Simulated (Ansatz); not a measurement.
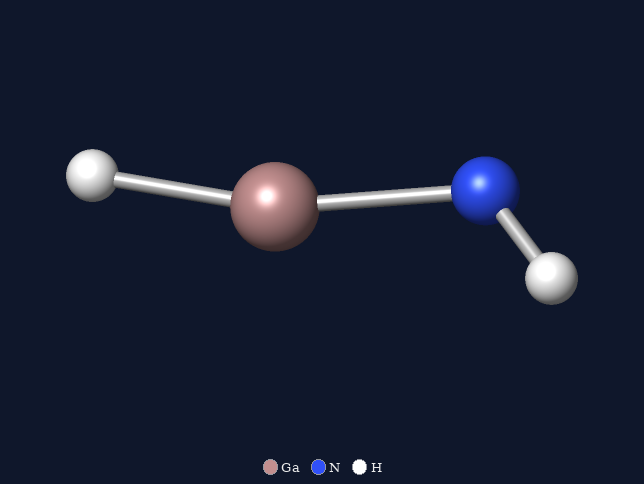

Sticks follow a distance rule. Harmonic vibrations computed with RKS PBE0-D4/def2-TZVP (Ansatz 0.2.0) at a stationary point of the same level.

Question: Minimum or transition state?

Answer: A minimum: no imaginary frequency, and the lowest mode lies at 461 cm⁻¹.

Question: List the wavenumbers.

Answer: 6 modes: 461, 506, 646, 919, 2093, 3600 cm⁻¹.
